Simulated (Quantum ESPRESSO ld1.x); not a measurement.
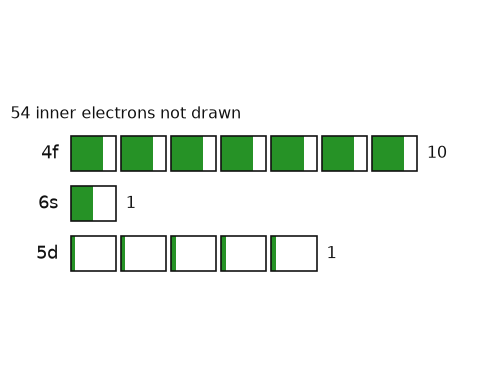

**Figure 1.** The outer shells as the input fills them: a box for each of the 2l + 1 orbitals, shaded by the share of the shell that is filled, with the electron count at the right.

# Dy: atomic calculation

System: a free Dy atom in the configuration [Xe] 4f10 5d1 6s1 (high spin).
Method: scalar-relativistic Kohn-Sham, LDA (Slater exchange, Perdew-Wang correlation), spin-polarised, spherical densities, point nucleus (Quantum ESPRESSO ld1.x 7.5).

### Input file
```
 &input
    zed=66.0,
    iswitch=1,
    rel=1,
    lsd=1,
    dft='PW',
    config='[Xe] 4f10 6s1 5d1',
    dx=0.01,
    rmax=200,
    verbosity='high',
    prefix='ld1',
    max_out_wfc=37,
    file_charge='ld1.rho',
 /
```

Command:
```bash
OMP_NUM_THREADS=1 ld1.x < ld1.in > ld1.out
```

### Output
```
     Program LD1 v.7.5 starts

     --------------------------- All-electron run ----------------------------

     scalar relativistic calculation

     atomic number is 66.00
     dft =PW   lsd =1 sic =0 latt =0  beta=0.20 tr2=1.0E-14
     Exchange-correlation= PW
                           (   1   4   0   0   0   0   0)
     mesh =1749 r(mesh) = 198.41192 a.u. xmin = -8.00 dx = 0.01000
     1 Ry =  13.60569312 eV, c = 137.03599908

     n l     nl                  e(Ry)          e(Ha)          e(eV)
     1 0     1S 1( 1.00)   -3940.422434494   -1970.211217247 -53612.1784187
     2 0     2S 1( 1.00)    -656.176815798    -328.088407899  -8927.7403902
     2 1     2P 1( 3.00)    -582.439279881    -291.219639941  -7924.4901048
     3 0     3S 1( 1.00)    -146.003468206     -73.001734103  -1986.4783833
     3 1     3P 1( 3.00)    -123.369054781     -61.684527390  -1678.5215002
     4 0     4S 1( 1.00)     -28.873463680     -14.436731840   -392.8434862
     4 1     4P 1( 3.00)     -21.416711411     -10.708355705   -291.3892032
     3 2     3D 1( 5.00)     -94.195344973     -47.097672486  -1281.5929573
     5 0     5S 1( 1.00)      -3.583793810      -1.791896905    -48.7599988
     5 1     5P 1( 3.00)      -1.844426076      -0.922213038    -25.0946952
     4 2     4D 1( 5.00)     -11.262090832      -5.631045416   -153.2285518
     4 3     4F 1( 7.00)      -0.258571091      -0.129285545     -3.5180389
     6 0     6S 1( 1.00)      -0.293180684      -0.146590342     -3.9889264
     5 2     5D 1( 1.00)      -0.092399566      -0.046199783     -1.2571601
     1 0     1S 2( 1.00)   -3940.421932582   -1970.210966291 -53612.1715898
     2 0     2S 2( 1.00)    -656.170577643    -328.085288822  -8927.6555158
     2 1     2P 2( 3.00)    -582.434617923    -291.217308962  -7924.4266757
     3 0     3S 2( 1.00)    -145.885141373     -72.942570686  -1984.8684647
     3 1     3P 2( 3.00)    -123.251512747     -61.625756373  -1676.9222594
     4 0     4S 2( 1.00)     -28.623769244     -14.311884622   -389.4462204
     4 1     4P 2( 3.00)     -21.170345655     -10.585172827   -288.0372263
     3 2     3D 2( 5.00)     -94.103236564     -47.051618282  -1280.3397586
     5 0     5S 2( 1.00)      -3.448861066      -1.724430533    -46.9241453
     5 1     5P 2( 3.00)      -1.733462211      -0.866731106    -23.5849549
     4 2     4D 2( 5.00)     -11.020868950      -5.510434475   -149.9465609
     4 3     4F 2( 3.00)      -0.047072069      -0.023536034     -0.6404481
     6 0     6S 2( 0.00)      -0.214744294      -0.107372147     -2.9217450
     5 2     5D 2( 0.00)      -0.020229541      -0.010114771     -0.2752369

     final scf error:  5.9E-15 reached in  34 iterations

     Etot =  -24298.765768 Ry,  -12149.382884 Ha, -330601.550305 eV
     Total magnetization:    6.00 Bohr mag.

     Ekin =   26211.180374 Ry,   13105.590187 Ha,  356621.276555 eV
     Encl =  -59487.303128 Ry,  -29743.651564 Ha, -809365.991076 eV
     Eh   =    9487.892184 Ry,    4743.946092 Ha,  129089.349444 eV
     Exc  =    -510.535198 Ry,    -255.267599 Ha,   -6946.185228 eV

     normalization and overlap integrals

     s(1S/1S) =  1.000000  <r> =   0.0211  <r2> =    0.0006  r(max) =   0.0134
     s(1S/2S) = -0.024569
     s(1S/3S) = -0.010669
     s(1S/4S) = -0.005158
     s(1S/5S) = -0.002081
     s(1S/6S) = -0.000577
     s(2S/2S) =  1.000000  <r> =   0.0898  <r2> =    0.0095  r(max) =   0.0758
     s(2S/3S) = -0.006723
     s(2S/4S) = -0.003108
     s(2S/5S) = -0.001243
     s(2S/6S) = -0.000345
     s(2P/2P) =  1.000000  <r> =   0.0795  <r2> =    0.0077  r(max) =   0.0614
     s(2P/3P) = -0.005399
     s(2P/4P) = -0.002357
     s(2P/5P) = -0.000825
     s(3S/3S) =  1.000000  <r> =   0.2348  <r2> =    0.0630  r(max) =   0.2166
     s(3S/4S) = -0.002202
     s(3S/5S) = -0.000854
     s(3S/6S) = -0.000236
     s(3P/3P) =  1.000000  <r> =   0.2336  <r2> =    0.0633  r(max) =   0.2123
     s(3P/4P) = -0.001874
     s(3P/5P) = -0.000637
     s(4S/4S) =  1.000000  <r> =   0.5302  <r2> =    0.3174  r(max) =   0.4918
     s(4S/5S) = -0.000582
     s(4S/6S) = -0.000159
     s(4P/4P) =  1.000000  <r> =   0.5619  <r2> =    0.3593  r(max) =   0.5170
     s(4P/5P) = -0.000438
     s(3D/3D) =  1.000000  <r> =   0.2123  <r2> =    0.0529  r(max) =   0.1721
     s(3D/4D) = -0.001347
     s(3D/5D) = -0.000205
     s(5S/5S) =  1.000000  <r> =   1.2983  <r2> =    1.9015  r(max) =   1.1507
     s(5S/6S) = -0.000082
     s(5P/5P) =  1.000000  <r> =   1.5495  <r2> =    2.7456  r(max) =   1.3236
     s(4D/4D) =  1.000000  <r> =   0.6097  <r2> =    0.4318  r(max) =   0.5328
     s(4D/5D) = -0.000151
     s(4F/4F) =  1.000000  <r> =   0.8717  <r2> =    1.0637  r(max) =   0.5381
     s(6S/6S) =  1.000000  <r> =   4.0904  <r2> =   19.0751  r(max) =   3.4224
     s(5D/5D) =  1.000000  <r> =   3.6328  <r2> =   17.0852  r(max) =   2.2042
     s(1S/1S) =  1.000000  <r> =   0.0211  <r2> =    0.0006  r(max) =   0.0134
     s(1S/2S) = -0.024569
     s(1S/3S) = -0.010675
     s(1S/4S) = -0.005156
     s(1S/5S) = -0.002059
     s(1S/6S) = -0.000547
     s(2S/2S) =  1.000000  <r> =   0.0898  <r2> =    0.0095  r(max) =   0.0758
     s(2S/3S) = -0.006727
     s(2S/4S) = -0.003106
     s(2S/5S) = -0.001230
     s(2S/6S) = -0.000326
     s(2P/2P) =  1.000000  <r> =   0.0795  <r2> =    0.0077  r(max) =   0.0614
     s(2P/3P) = -0.005402
     s(2P/4P) = -0.002355
     s(2P/5P) = -0.000814
     s(3S/3S) =  1.000000  <r> =   0.2347  <r2> =    0.0630  r(max) =   0.2166
     s(3S/4S) = -0.002203
     s(3S/5S) = -0.000846
     s(3S/6S) = -0.000224
     s(3P/3P) =  1.000000  <r> =   0.2335  <r2> =    0.0632  r(max) =   0.2123
     s(3P/4P) = -0.001874
     s(3P/5P) = -0.000629
     s(4S/4S) =  1.000000  <r> =   0.5302  <r2> =    0.3175  r(max) =   0.4918
     s(4S/5S) = -0.000576
     s(4S/6S) = -0.000150
     s(4P/4P) =  1.000000  <r> =   0.5620  <r2> =    0.3596  r(max) =   0.5170
     s(4P/5P) = -0.000432
     s(3D/3D) =  1.000000  <r> =   0.2121  <r2> =    0.0528  r(max) =   0.1721
     s(3D/4D) = -0.001346
     s(3D/5D) = -0.000176
     s(5S/5S) =  1.000000  <r> =   1.3068  <r2> =    1.9266  r(max) =   1.1622
     s(5S/6S) = -0.000077
     s(5P/5P) =  1.000000  <r> =   1.5614  <r2> =    2.7866  r(max) =   1.3236
     s(4D/4D) =  1.000000  <r> =   0.6104  <r2> =    0.4329  r(max) =   0.5328
     s(4D/5D) = -0.000130
     s(4F/4F) =  1.000003  <r> =   0.9183  <r2> =    1.2515  r(max) =   0.5381
     s(6S/6S) =  1.000000  <r> =   4.3386  <r2> =   21.7480  r(max) =   3.5266
     s(5D/5D) =  1.000001  <r> =   4.7571  <r2> =   32.3910  r(max) =   2.2487

     ------------------------ End of All-electron run ------------------------
```

### Slater integrals of the outer shells (hartree)

```
 integral   value
F0(5d,5d)  0.2561
F2(5d,5d)  0.1175
F4(5d,5d)  0.0732
F0(5d,4f)  0.3597
F2(5d,4f)  0.0672
F4(5d,4f)  0.0308
G1(5d,4f)  0.0360
G3(5d,4f)  0.0256
G5(5d,4f)  0.0187
F0(5d,6s)  0.2324
G2(5d,6s)  0.0926
F0(5d,5p)  0.3407
F2(5d,5p)  0.1278
G1(5d,5p)  0.1337
```

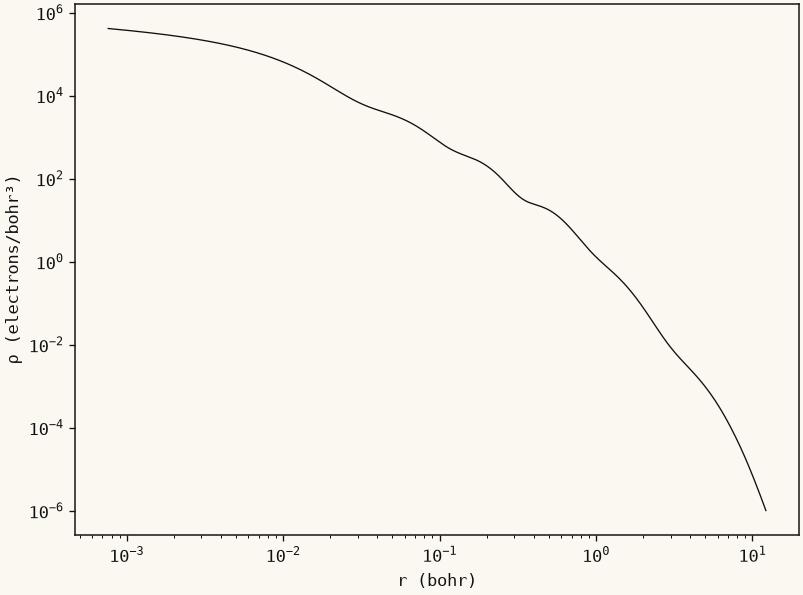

**Figure 2.** The electron density ρ(r) on a logarithmic scale. The density falls from 410000 electrons/bohr³ at the inner end (r = 0.00076 bohr) to 0.001 at r = 4.96 bohr, a common measure of the size of an atom or ion. The steps in the slope mark the shells; the radial density has its minima at 0.028, 0.12 and 0.35 bohr.

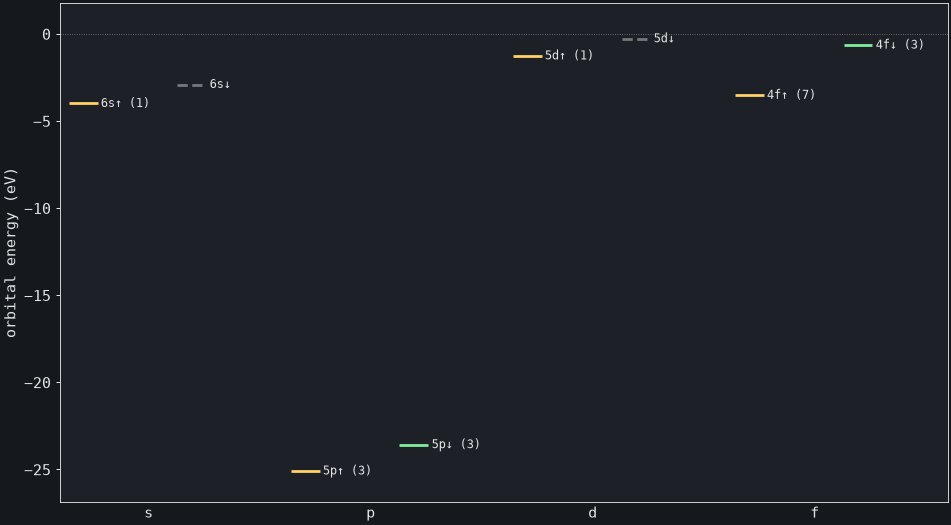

**Figure 3.** The outer levels are drawn by angular momentum (occupations in brackets, up spins at the left of each column and down spins at the right, empty levels dashed). The highest occupied level is 4f down at −0.640 eV. The highest 3 occupied levels, from the top down, are 4f down (−0.640 eV), 5d up (−1.26 eV), 4f up (−3.52 eV). The lowest empty level drawn is 6s down at −2.92 eV, below the highest occupied one, so this filling isn't the aufbau one. The largest exchange splitting (down less up) among the shells drawn in both spins is that of 4f, 2.88 eV. The order isn't aufbau: the empty 6s down level lies under the highest occupied one.

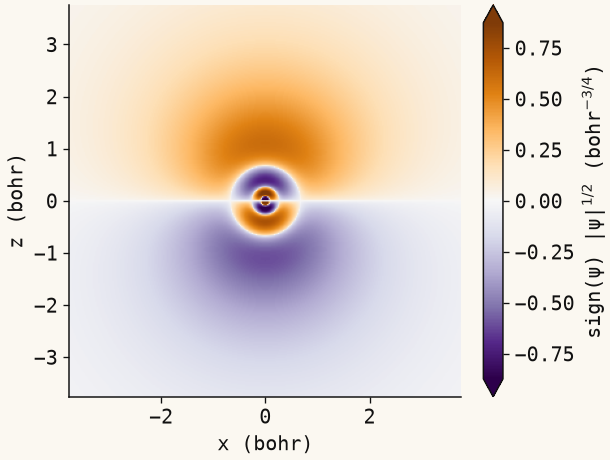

**Figure 4.** The 5p(z) orbital of down spin. In the xz plane through the nucleus, the colour gives the signed square root of ψ. The radial function comes from the spherical calculation and is multiplied by a real spherical harmonic; the overall sign is chosen so that the largest lobe of P(r) is positive; at the scalar-relativistic level it is the large component. It has the nodal plane xy and 3 radial nodes, at r = 0.0911, 0.267 and 0.675 bohr. The outermost maximum of P² lies at 1.32 bohr, ⟨r⟩ = 1.56 bohr, 90 % of the charge lies within 2.31 bohr, and the eigenvalue is −23.6 eV, with 3 electrons in the shell for this spin.

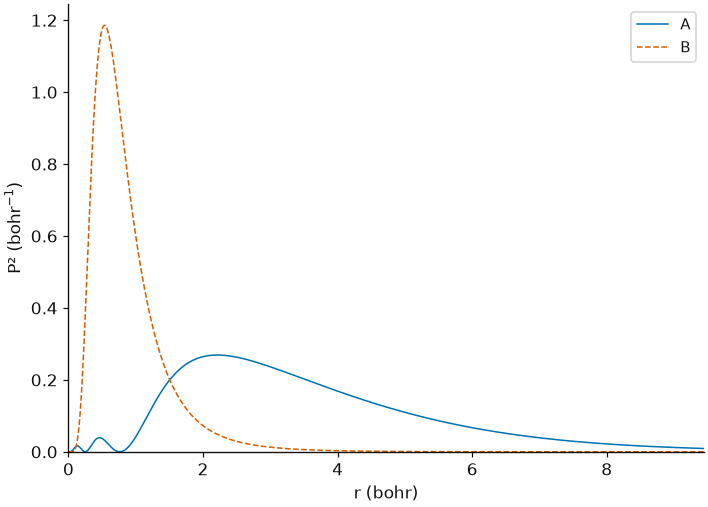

**Figure 5.** The radial probability densities P² of 5d up and 4f up. A is 5d up; B is 4f up. 4f up: outer maximum at 0.538 bohr, ⟨r⟩ = 0.872 bohr, 0 nodes, eigenvalue −3.52 eV; 5d up: outer maximum at 2.20 bohr, ⟨r⟩ = 3.63 bohr, 2 nodes, eigenvalue −1.26 eV.

### Results in brief

| quantity | value |
| --- | --- |
| outcome | converged |
| total energy | −12149.3829 hartree |
| kinetic energy | 13105.5902 hartree |
| electron–nucleus energy | −29743.6516 hartree |
| Hartree energy | 4743.9461 hartree |
| exchange–correlation energy | −255.267599 hartree |
| radius at density 0.001 e/bohr³ | 4.96 bohr |
| SCF iterations | 34 |
| hardware | 1 CPU thread, shared host |
| wall time | 0.98 s |

### Notes

This is an excited configuration.
